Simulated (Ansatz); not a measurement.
# Single-point calculation, with input and output: C3H9GeN (charge +1)

The run: single-point calculation of C3H9GeN, charge +1, multiplicity 2. Method and program: UKS PBEsol-d3bjatm/cc-pVTZ-rifit (Ansatz 0.2.0).

Some settings of this run were made unusual or wrong on purpose. The geometry comes from this level: PBE0-D4/def2-TZVP. Figures and captions count atoms from 1; the log counts them from 0 in places.

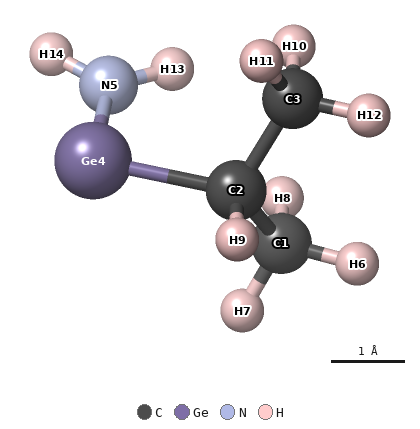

Figure 1. The structure (ball-and-stick view, seen at a tilt; atoms are numbered from 1 in the order of the input). Sticks mark near contacts.

The input:
```yaml
crystal:
  periodic: [false, false, false]
  atoms:
    - {symbol: C, position_ang: [-1.146590, 0.053394, 0.955860]}
    - {symbol: C, position_ang: [0.278349, 0.491727, 0.648393]}
    - {symbol: C, position_ang: [1.228306, -0.694929, 0.547656]}
    - {symbol: Ge, position_ang: [0.391047, 1.655794, -1.004721]}
    - {symbol: N, position_ang: [-0.278854, 0.432747, -2.171922]}
    - {symbol: H, position_ang: [-1.194047, -0.512542, 1.894013]}
    - {symbol: H, position_ang: [-1.830134, 0.902116, 1.054218]}
    - {symbol: H, position_ang: [-1.548992, -0.594933, 0.171286]}
    - {symbol: H, position_ang: [0.623191, 1.140412, 1.462498]}
    - {symbol: H, position_ang: [0.935518, -1.377379, -0.256310]}
    - {symbol: H, position_ang: [2.259519, -0.386549, 0.348763]}
    - {symbol: H, position_ang: [1.237878, -1.276305, 1.477387]}
    - {symbol: H, position_ang: [-0.587023, -0.501405, -1.945930]}
    - {symbol: H, position_ang: [-0.380967, 0.638553, -3.152292]}
basis:
  gaussian: {orbitals: cc-pVTZ-rifit, fitting: {mean_field: def2-universal-jkfit}}
total_charge: 1
magnetization: {spin_polarized: true, initial_magnetization: 1}
hamiltonian: {xc: {name: PBEsol}, dispersion: d3bjatm}
output: {forces: true}
```

Hardware: 4 threads of Arm Neoverse V2, 23 GiB of memory available, shared host.

Launch command:
```bash
ansatz run in.yaml --threads 4 --pin off --events-out ev --progress --plain --max-ram 11315MiB
```

Output:
```
Functional definition: PBEsol
  name "PBEsol"
  cite "Perdew et al., Phys. Rev. Lett. 100, 136406 (2008) doi:10.1103/PhysRevLett.100.136406"
  cite "Perdew, Burke & Ernzerhof, Phys. Rev. Lett. 77, 3865 (1996) doi:10.1103/PhysRevLett.77.3865"
  parent pbesol
  exchange = pbesol_x
  correlation = pbesol_c
730 factors; integrals over basis functions are off by at most 1.3e2 eV
mean field evaluation 1: about -49902.2733 eV, gradient 6.8e1 eV
mean field evaluation 2: about -49786.1805 eV, gradient 1.5e2 eV
mean field evaluation 4: about -49922.0368 eV, gradient 1.5e1 eV
mean field evaluation 8: about -49922.8896 eV, gradient 2.3e-1 eV
mean field evaluation 16: about -49922.8940 eV, gradient 1.2e-3 eV
mean field -49922.89398967 eV, -1834.6325151675 hartree, gradient 1.9e-5 eV, S^2 0.761721; 1 other end points of the search recorded, 0 dependent functions left out
the calculation of the forces begins
reference -49922.89401063 eV, -1834.6325159379 hartree; 33, 32 occupied and 727, 728 virtual orbitals, 730 factors
Total energy: -49923.02843516 eV, -1834.6374559481 hartree
Atom 0 at    -1.146590     0.053394     0.955860 Å, force    -0.348379     0.393780    -0.603181 eV/Å
Atom 1 at     0.278349     0.491727     0.648393 Å, force     0.474009     1.581424    -0.128842 eV/Å
Atom 2 at     1.228306    -0.694929     0.547656 Å, force     0.320072     0.185601    -0.717574 eV/Å
Atom 3 at     0.391047     1.655794    -1.004721 Å, force    -1.762431    -5.182746     0.511409 eV/Å
Atom 4 at    -0.278854     0.432747    -2.171922 Å, force     1.321550     2.957652     1.197865 eV/Å
Atom 5 at    -1.194047    -0.512542     1.894013 Å, force     0.316212     0.072949    -0.048449 eV/Å
Atom 6 at    -1.830134     0.902116     1.054218 Å, force     0.111142     0.098938    -0.067568 eV/Å
Atom 7 at    -1.548992    -0.594933     0.171286 Å, force     0.086378     0.041629    -0.063211 eV/Å
Atom 8 at     0.623191     1.140412     1.462498 Å, force     0.003022    -0.195823     0.282778 eV/Å
Atom 9 at     0.935518    -1.377379    -0.256310 Å, force    -0.069133     0.134896    -0.073182 eV/Å
Atom 10 at     2.259519    -0.386549     0.348763 Å, force    -0.031021     0.125301    -0.025952 eV/Å
Atom 11 at     1.237878    -1.276305     1.477387 Å, force    -0.209958     0.232032     0.042489 eV/Å
Atom 12 at    -0.587023    -0.501405    -1.945930 Å, force    -0.038910    -0.211859     0.177107 eV/Å
Atom 13 at    -0.380967     0.638553    -3.152292 Å, force    -0.172553    -0.233773    -0.483688 eV/Å
Dipole moment:    -0.093443    -0.037076    -0.415254 e Å
```

Outcome:

- outcome: converged
- total energy: −49923.0284 eV
- mean-field energy: −49922.8940 eV
- dispersion energy: −0.1344 eV
- ⟨S²⟩: 0.762
- SCF solution under orbital rotations: stable
- largest force (length of the vector): 5.498 eV/Å
- wall time: 23 s (CPU time 71 s)
- peak memory: 2.4 GiB

A setting was made wrong on purpose: basis. The run converged all the same; its numbers are those of the faulty input and shouldn't be used.
